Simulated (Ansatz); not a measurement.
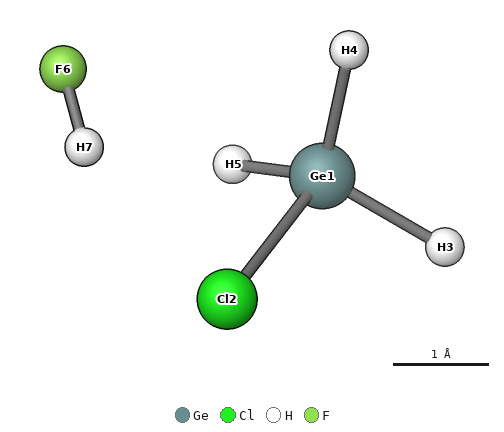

*The input geometry (ball-and-stick view, seen at a tilt; atoms are numbered from 1 in the order of the input). Sticks mark near contacts.*

Bond lengths as drawn: Cl–Ge 2.20 Å, F–H 0.93 Å and Ge–H 1.53 Å.

**Nudged elastic band, with input and output: GeH$_{4}$ClF**

The run: nudged elastic band of GeH$_{4}$ClF. Method and program: RKS PBE0/def2-SVP (Ansatz 0.2.0).

The run did not end well. One setting was made poor on purpose. It belongs to a series of runs on one base structure; here: band between the two ends.

## The input
```yaml
crystal:
  periodic: [false, false, false]
  atoms:
    - { symbol: Ge, position_ang: [0.25545, 0.0, -0.08343] }
    - { symbol: Cl, position_ang: [0.199763, 0.0, 2.112001] }
    - { symbol: H, position_ang: [1.750217, 0.0, -0.432307] }
    - { symbol: H, position_ang: [-0.440486, 1.281924, -0.541306] }
    - { symbol: H, position_ang: [-0.440486, -1.281924, -0.541306] }
    - { symbol: F, position_ang: [-2.635829, 0.0, 1.118585] }
    - { symbol: H, position_ang: [-1.971128, 0.0, 1.770962] }
basis:
  gaussian: { orbitals: def2-SVP }
hamiltonian:
  xc: pbe0
neb:
  order_check: false
  images: 7
  f_tol: 0.03
  max_iterations: 6
  final_atoms:
    - { symbol: Ge, position_ang: [-0.30674367, 0.0, -0.54873332] }
    - { symbol: Cl, position_ang: [-0.27361113, 0.0, 3.41109151] }
    - { symbol: H, position_ang: [0.98270578, 0.0, 0.27600039] }
    - { symbol: H, position_ang: [-0.50276528, 1.277529, -1.37242935] }
    - { symbol: H, position_ang: [-0.50276528, -1.277529, -1.37242935] }
    - { symbol: F, position_ang: [-1.6209933, 0.0, 0.63358782] }
    - { symbol: H, position_ang: [-1.05832611, 0.0, 2.37611132] }
  initial_path:
    images:
      - { positions_ang: [[0.25545, 0.0, -0.08343], [0.199763, 0.0, 2.112001], [1.750217, 0.0, -0.432307], [-0.440486, 1.281924, -0.541306], [-0.440486, -1.281924, -0.541306], [-2.635829, 0.0, 1.118585], [-1.971128, 0.0, 1.770962]] }
      - { positions_ang: [[0.19571501, 0.0, -0.0584515], [0.13176143, 0.0, 2.23023851], [1.68642897, 0.0, -0.43646341], [-0.50417146, 1.277643, -0.53713404], [-0.50417146, -1.277643, -0.53713404], [-2.44760399, 0.0, 0.98281913], [-1.84045749, 0.0, 1.75932436]] }
      - { positions_ang: [[0.13598003, 0.0, -0.033473], [0.06375986, 0.0, 2.34847602], [1.62264094, 0.0, -0.44061982], [-0.56785693, 1.273362, -0.53296209], [-0.56785693, -1.273362, -0.53296209], [-2.25937897, 0.0, 0.84705326], [-1.70978699, 0.0, 1.74768671]] }
      - { positions_ang: [[0.07624504, 0.0, -0.00849449], [-0.00424172, 0.0, 2.46671352], [1.55885291, 0.0, -0.44477623], [-0.63154239, 1.269081, -0.52879013], [-0.63154239, -1.269081, -0.52879013], [-2.07115396, 0.0, 0.7112874], [-1.57911648, 0.0, 1.73604907]] }
      - { positions_ang: [[0.01651006, 0.0, 0.01648401], [-0.07224329, 0.0, 2.58495103], [1.49506487, 0.0, -0.44893264], [-0.69522786, 1.2648, -0.52461818], [-0.69522786, -1.2648, -0.52461818], [-1.88292895, 0.0, 0.57552153], [-1.44844598, 0.0, 1.72441143]] }
      - { positions_ang: [[-0.06430337, 0.0, -0.12482032], [-0.12258525, 0.0, 2.79148615], [1.3669751, 0.0, -0.26769938], [-0.64711221, 1.26798225, -0.73657097], [-0.64711221, -1.26798225, -0.73657097], [-1.81744504, 0.0, 0.5900381], [-1.35091601, 0.0, 1.8873364]] }
      - { positions_ang: [[-0.14511681, 0.0, -0.26612466], [-0.17292721, 0.0, 2.99802127], [1.23888533, 0.0, -0.08646613], [-0.59899657, 1.2711645, -0.94852377], [-0.59899657, -1.2711645, -0.94852377], [-1.75196113, 0.0, 0.60455467], [-1.25338604, 0.0, 2.05026137]] }
      - { positions_ang: [[-0.22593024, 0.0, -0.40742899], [-0.22326917, 0.0, 3.20455639], [1.11079555, 0.0, 0.09476713], [-0.55088092, 1.27434675, -1.16047656], [-0.55088092, -1.27434675, -1.16047656], [-1.68647721, 0.0, 0.61907125], [-1.15585607, 0.0, 2.21318634]] }
      - { positions_ang: [[-0.30674367, 0.0, -0.54873332], [-0.27361113, 0.0, 3.41109151], [0.98270578, 0.0, 0.27600039], [-0.50276528, 1.277529, -1.37242935], [-0.50276528, -1.277529, -1.37242935], [-1.6209933, 0.0, 0.63358782], [-1.05832611, 0.0, 2.37611132]] }
```

Run as:
```bash
ansatz run input.yaml --threads 2 --pin off --max-ram 3072MiB --backend cpu --events-out ev --progress --plain --runs-dir out
```

## The program's output
```
Engine: ansatz 0.2.0, aarch64-unknown-linux-gnu
Functional definition: PBE0
  parameter a = 0.25
  parameter kappa = 0.804
  parameter beta = 0.06672455060314922
  exchange = (1 - a)*pbe_x(kappa = kappa, mu = beta*pi^2/3) + a*exact_x
  correlation = pbe_c(beta = beta)
873 factors; integrals over basis functions are off by at most 3.6e-4 eV
mean field evaluation 1: about -71795.2597 eV, gradient 3.2e1 eV
mean field evaluation 2: about -71794.5720 eV, gradient 4.0e1 eV
mean field evaluation 4: about -71796.7197 eV, gradient 7.8e-1 eV
mean field evaluation 8: about -71796.7324 eV, gradient 1.2e-2 eV
mean field -71796.73240897 eV, -2638.4812504567 hartree, gradient 5.2e-5 eV, S^2 0.000000; 0 other end points of the search recorded, 0 dependent functions left out
the calculation of the forces begins
reference -71796.73243088 eV, -2638.4812512618 hartree; 31, 31 occupied and 53, 53 virtual orbitals, 873 factors
877 factors; integrals over basis functions are off by at most 1.4e-3 eV
mean field evaluation 16: about -71793.1223 eV, gradient 4.9e1 eV
mean field -71796.56268445 eV, -2638.4750131954 hartree, gradient 6.1e-5 eV, S^2 0.000000; 0 other end points of the search recorded, 0 dependent functions left out
[... from here on the field's lines of each further geometry are left out, up to the last ...]
NEB iter   1: max|band force component| = 4.124e0 eV/Å  barrier→ = 2.2459 eV  barrier← = 2.0761 eV  Δτ_max = 0.2000 Å  (235 SCF iters)
NEB iter   2: max|band force component| = 2.512e0 eV/Å  barrier→ = 1.3703 eV  barrier← = 1.2006 eV  Δτ_max = 0.1997 Å  (208 SCF iters)
NEB iter   3: max|band force component| = 5.961e-1 eV/Å  barrier→ = 1.1107 eV  barrier← = 0.9410 eV  Δτ_max = 0.2000 Å  (202 SCF iters)
NEB iter   4: max|band force component| = 5.755e-1 eV/Å  barrier→ = 1.2053 eV  barrier← = 1.0355 eV  Δτ_max = 0.0388 Å  (199 SCF iters)
NEB iter   5: max|band force component| = 3.367e-1 eV/Å  barrier→ = 1.2045 eV  barrier← = 1.0347 eV  CI = image 4  Δτ_max = 0.0508 Å  (205 SCF iters)
the calculation of the forces begins
reference -71796.30706692 eV, -2638.4656194243 hartree; 31, 31 occupied and 53, 53 virtual orbitals, 876 factors
these checks for a lower state are left out or cut short: starts, cluster_reference, orbital_swaps, neighbouring_geometries, increment
877 factors; integrals over basis functions are off by at most 1.3e-3 eV
mean field -71796.52395014 eV, -2638.4735897360 hartree, gradient 2.0e-5 eV, S^2 0.000000; 0 other end points of the search recorded, 0 dependent functions left out
the calculation of the forces begins
reference -71796.52397346 eV, -2638.4735905927 hartree; 31, 31 occupied and 53, 53 virtual orbitals, 877 factors
NEB iter   6: max|band force component| = 2.060e-1 eV/Å  barrier→ = 1.1812 eV  barrier← = 1.0115 eV  CI = image 4  Δτ_max = 0.0501 Å  (195 SCF iters)
```

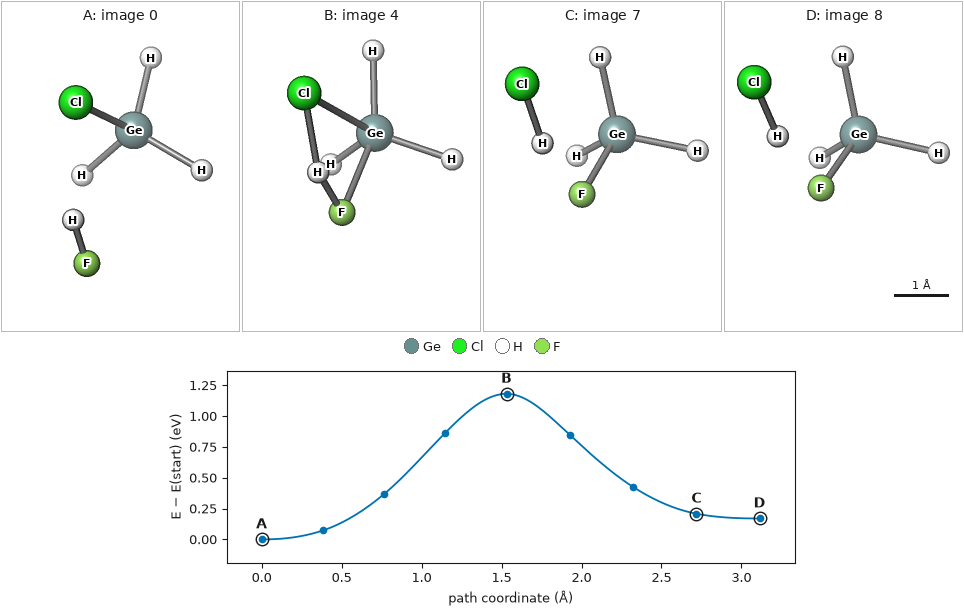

*Images of the last band (counted from 0; ball-and-stick, seen at a tilt) above the energy along the path; the line is a cubic interpolation that uses the forces.*

The highest image is number 4, 1.181 eV above the start and 1.011 eV above the end (the climbing image); the end lies 0.170 eV above the start. The path is 3.11 Å long. The band had not converged after 6 iterations.

```
Unfinished report: {"positions_ang":[[-0.19745068871912672,-4.1819338875895713e-10,-0.16949908939775626],[0.05273047156219289,-3.1127234652303535e-11,2.517424966857059],[1.314083896022362,4.054704171401403e-12,0.07954543124411435],[-0.619635925699968,1.302327467986758,-0.849376393463454],[-0.6196359253501859,-1.3023274677512908,-0.8493763934675974],[-1.8946106658414166,1.3433017896257615e-10,0.8516594675407602],[-1.3179801719738575,7.546855825419397e-11,1.822821010686874]],"unchecked":["starts","cluster_reference","orbital_swaps","neighbouring_geometries","increment"],"mean_field":{"relativity":"none","state":{"energy":{"ev":-71795.55123303081,"hartree":-2638.437843041393},"converged":true,"gradient_ev":5.208089959574425e-6,"stability":{"kind":"minimum","curvature_ev":25.228087744757726},"curvature_floor_ev":0.00030000000000000003,"spin_squared":-7.105427357601002e-15},"others":[],"fillings":{"estimated":0,"unestimated":0,"tried":0,"untried":0,"excluded_magnetic_sites":0},"n_dropped_functions":0,"n_trapped_functions":0,"passes":{"evaluations":5,"products":25},"factors":{"origin":"Cholesky decomposition","count":875,"bound_ev":0.0009353439736228785},"gradient_stop_ev":0.00009,"reference_kind":"stationary","functional":{"name":"PBE0","citations":["Adamo & Barone, J. Chem. Phys. 110, 6158 (1999) doi:10.1063/1.478522","Perdew, Burke & Ernzerhof, Phys. Rev. Lett. 77, 3865 (1996) doi:10.1103/PhysRevLett.77.3865"],"text":"name \"PBE0\"\ncite \"Adamo & Barone, J. Chem. Phys. 110, 6158 (1999) doi:10.1063/1.478522\"\ncite \"Perdew, Burke & Ernzerhof, Phys. Rev. Lett. 77, 3865 (1996) doi:10.1103/PhysRevLett.77.3865\"\nparent pbe\nparameter a = 0.25\nparameter kappa = 0.804\nparameter beta = 0.06672455060314922\nexchange = (1 - a)*pbe_x(kappa = kappa, mu = beta*pi^2/3) + a*exact_x\ncorrelation = pbe_c(beta = beta)\n","parameters":{"a":{"value":0.25,"default":0.25},"beta":{"value":0.06672455060314922,"default":0.06672455060314922},"kappa":{"value":0.804,"default":0.804}},"final_grid":{"core_spheres":13.0,"valence_spheres":11.0,"degree":36.0},"final_grid_parameter_source":"default","radial_points_factor":1.0,"radial_grid_error_ev":3.235511906987185e-7,"grid_sensitivity":"normal","grid_sensitivity_ratio":0.001870803151768979},"unsmoothed_excess_ev":-0.000022512196642519224,"symmetry":{"irreps":["A'","A''"],"axes":[[0.9998841339846063,4.633620949310684e-12,-0.015222306193683753],[0.015222306193683753,3.3463950432355847e-12,0.9998841339846063],[4.6840239201076e-12,-1.0000000000000002,3.275472912900116e-12]],"occupied":[{"A'":23,"A''":8},{"A'":23,"A''":8}]},"held":{"pivots":873,"left_out":0,"joined":2},"density_repulsion":{"missed_ev":0.000012507142204509196,"excess_ev":0.0,"most_excess_ev":0.0001674,"are_drawn_again":false,"n_first_factors":875,"energy_change_ev":0.0,"n_dropped_ends":0}},"factors":{"origin":"Cholesky decomposition","count":875,"bound_ev":0.0009353439736228785},"n_frozen":0,"n_occupied":[31,31],"n_virtual":[53,53],"reference":{"ev":-71795.55123303081,"hartree":-2638.437843041393},"total":{"ev":-71795.55123303081,"hartree":-2638.437843041393},"forces_ev_per_angstrom":[[0.13527771859789597,6.987964582464492e-11,0.01910488433961848],[-0.013510476354729876,-3.5931929348386904e-11,0.09405955820546553],[0.03664633946257714,-1.1091530339264163e-12,-0.09485625969095329],[-0.001798828543408606,0.04148256018083985,-0.04999925723731394],[-0.0017988287603297034,-0.04148256006683483,-0.04999925705526924],[-0.20143175405244737,-2.634076148096913e-10,-0.05482589770162706],[0.04661582965129524,1.1519495468351593e-10,0.13651622915166012]],"charge_distribution":{"dipole_moment_e_ang":[0.03921559568208249,-1.559496356622915e-12,-0.5328940400233168],"mulliken_charges_e":[0.5059075629825251,-0.36774824232900016,-0.018239070291273363,-0.04714829821602429,-0.047148298216025175,-0.3178718072570881,0.292248153326889],"lowdin_charges_e":[0.18899657770161582,-0.03550368086031952,-0.049371777470757605,-0.04836416555885181,-0.048364165558857364,0.08336606523790735,-0.09075885349073554]},"n_threads":2,"memory_gib":2.556818182580173,"seconds":{"hamiltonian":1.908923883,"orbitals":0.0,"second_order":0.0,"solver_start":0.0,"cycles":0.0,"cycle":0.0,"perturbative":0.0,"full_ci_increment":0.0,"forces":0.0}}
this run last wrote the band of iteration 6 to [file]
Error: NEB band did not converge after 6 iterations: max|band force component| = 2.06e-1 eV/Å (threshold 3.0e-2); raise `neb.max_iterations` in a new run, which can start from the last band evaluated (`neb.initial_path`, with `crystal.atoms` and `neb.final_atoms` set to its first and last images), add images, or start from endpoints closer to local minima. Where this run's directory can be resumed (`checkpoint.write`), a resume goes on for up to `neb.max_iterations` more; to start a new run from the last band, take its images' positions from the `neb_iteration` event of iteration 6 (`data.images[].positions_ang`), in the event stream of the run that computed that iteration (not this run's, if it was resumed behind it). With `checkpoint.write`, `steps/00-neb/state/checkpoint.json` in the run directory holds the last saved band, under `neb.evaluated.images[].positions_ang` (a band under a hybrid functional on support functions is neither saved nor resumed: `neb.initial_path` says where its path is): check the last entry of `neb.iterations` there, which is earlier than 6 if that iteration was not saved or its write failed. If the band's step has no `state` directory and holds `state.next`, a write was cut short, and the file is under `state.next` instead (behind a loss of power it can be under `state.prev`)
this run wrote the band of iteration 6 to [file] as well, whether or not its events were kept: a new run's `neb.initial_path` can list its `images[].positions_ang`
a run's events are kept only if it was started with --events-out <file>, and are in that file
```

## The last band as extended XYZ (Å, eV, eV/Å)
```
7
Properties=species:S:1:pos:R:3:forces:R:3 image=0 energy=-71796.73241
Ge    0.2555    0.0000   -0.0834    0.0127   0.0000   0.0109
Cl    0.1998    0.0000    2.1120    0.0101   0.0000   0.0035
H     1.7502    0.0000   -0.4323   -0.0113   0.0000   0.0003
H    -0.4405    1.2819   -0.5413   -0.0053  -0.0045   0.0000
H    -0.4405   -1.2819   -0.5413   -0.0053   0.0045   0.0000
F    -2.6358    0.0000    1.1186   -0.0004   0.0000   0.0050
H    -1.9711    0.0000    1.7710   -0.0005   0.0000  -0.0197
7
Properties=species:S:1:pos:R:3:forces:R:3 image=1 energy=-71796.65979
Ge    0.1506    0.0000   -0.0535    0.1424   0.0000  -0.0037
Cl    0.1819    0.0000    2.1633    0.0348   0.0000  -0.0839
H     1.6574    0.0000   -0.3072    0.1237   0.0000  -0.1930
H    -0.5265    1.2743   -0.5637    0.0575   0.0107   0.1144
H    -0.5265   -1.2743   -0.5637    0.0575  -0.0107   0.1144
F    -2.4139    0.0000    1.0071   -0.2297   0.0000   0.0612
H    -1.8055    0.0000    1.7209   -0.1861   0.0000  -0.0094
7
Properties=species:S:1:pos:R:3:forces:R:3 image=2 energy=-71796.36421
Ge    0.0332    0.0000   -0.0477    0.3156   0.0000   0.0945
Cl    0.1548    0.0000    2.2354    0.1188   0.0000  -0.3738
H     1.5511    0.0000   -0.1425    0.3433   0.0000  -0.3878
H    -0.5749    1.2715   -0.6635    0.0922  -0.0289   0.2957
H    -0.5749   -1.2715   -0.6635    0.0922   0.0289   0.2957
F    -2.2180    0.0000    0.9582   -0.4923   0.0000   0.1461
H    -1.6538    0.0000    1.7268   -0.4698   0.0000  -0.0705
7
Properties=species:S:1:pos:R:3:forces:R:3 image=3 energy=-71795.86683
Ge   -0.0841    0.0000   -0.0842    0.3245   0.0000   0.2559
Cl    0.1154    0.0000    2.3651    0.2043   0.0000  -0.5499
H     1.4324    0.0000   -0.0107    0.4363   0.0000  -0.3710
H    -0.6045    1.2837   -0.7663    0.0772  -0.0961   0.3065
H    -0.6045   -1.2837   -0.7663    0.0772   0.0961   0.3065
F    -2.0413    0.0000    0.9153   -0.5039   0.0000   0.2592
H    -1.4958    0.0000    1.7505   -0.6156   0.0000  -0.2073
7
Properties=species:S:1:pos:R:3:forces:R:3 image=4 energy=-71795.55121
Ge   -0.1975    0.0000   -0.1695    0.1353   0.0000   0.0191
Cl    0.0527    0.0000    2.5174   -0.0135   0.0000   0.0941
H     1.3141    0.0000    0.0795    0.0366   0.0000  -0.0949
H    -0.6196    1.3023   -0.8494   -0.0018   0.0415  -0.0500
H    -0.6196   -1.3023   -0.8494   -0.0018  -0.0415  -0.0500
F    -1.8946    0.0000    0.8517   -0.2014   0.0000  -0.0548
H    -1.3180    0.0000    1.8228    0.0466   0.0000   0.1365
7
Properties=species:S:1:pos:R:3:forces:R:3 image=5 energy=-71795.88549
Ge   -0.2691    0.0000   -0.2757   -0.2245   0.0000  -0.2665
Cl   -0.0330    0.0000    2.7042   -0.1498   0.0000   0.5105
H     1.2019    0.0000    0.1839   -0.3313   0.0000   0.1812
H    -0.5905    1.3222   -0.9552    0.0281   0.0754  -0.3413
H    -0.5905   -1.3222   -0.9552    0.0281  -0.0754  -0.3413
F    -1.8132    0.0000    0.7418    0.1707   0.0000  -0.3789
H    -1.1881    0.0000    1.9594    0.4786   0.0000   0.6364
7
Properties=species:S:1:pos:R:3:forces:R:3 image=6 energy=-71796.30704
Ge   -0.3049    0.0000   -0.3784   -0.0918   0.0000  -0.1983
Cl   -0.0802    0.0000    2.9121   -0.0357   0.0000   0.4053
H     1.0761    0.0000    0.2963   -0.2954   0.0000   0.1444
H    -0.5505    1.3195   -1.1013    0.0359  -0.0016  -0.2994
H    -0.5505   -1.3195   -1.1013    0.0359   0.0016  -0.2994
F    -1.7526    0.0000    0.6810    0.1377   0.0000  -0.1086
H    -1.1198    0.0000    2.0948    0.2133   0.0000   0.3559
7
Properties=species:S:1:pos:R:3:forces:R:3 image=7 energy=-71796.52395
Ge   -0.3199    0.0000   -0.4662   -0.0067   0.0000  -0.0504
Cl   -0.1364    0.0000    3.1432   -0.0163   0.0000   0.1523
H     0.9669    0.0000    0.3654   -0.0934   0.0000   0.0161
H    -0.5093    1.2941   -1.2595    0.0135  -0.0165  -0.1071
H    -0.5093   -1.2941   -1.2595    0.0135   0.0165  -0.1071
F    -1.7022    0.0000    0.6462    0.0360   0.0000  -0.0154
H    -1.0723    0.0000    2.2336    0.0535   0.0000   0.1116
7
Properties=species:S:1:pos:R:3:forces:R:3 image=8 energy=-71796.56268
Ge   -0.3067    0.0000   -0.5487   -0.0149   0.0000  -0.0096
Cl   -0.2736    0.0000    3.4111   -0.0086   0.0000  -0.0106
H     0.9827    0.0000    0.2760    0.0128   0.0000  -0.0001
H    -0.5028    1.2775   -1.3724    0.0009  -0.0016   0.0041
H    -0.5028   -1.2775   -1.3724    0.0009   0.0016   0.0041
F    -1.6210    0.0000    0.6336    0.0088   0.0000   0.0057
H    -1.0583    0.0000    2.3761    0.0001   0.0000   0.0063
```

## What the run reported

- outcome: not converged
- barrier, forward (band not converged): 1.181 eV
- barrier, backward: 1.012 eV
- hardware: 2 threads of Arm Neoverse V1, 24 GiB of memory available, shared host
- wall time: 79 s (CPU time 2.5 min)
- peak memory: 0.18 GiB

The run did not converge: “NEB band did not converge after 6 iterations: max|band force component| = 2.06e-1 eV/Å (threshold 3.0e-2); raise `neb.max_iterations` in a new run, which can start from the last band evaluated (`neb.initial_path`, with `crystal.atoms` and `neb.final_atoms` set to its first and last images), add images, or start from endpoints closer to local minima …” Its last values are not results. A deliberately poor setting: few iterations.
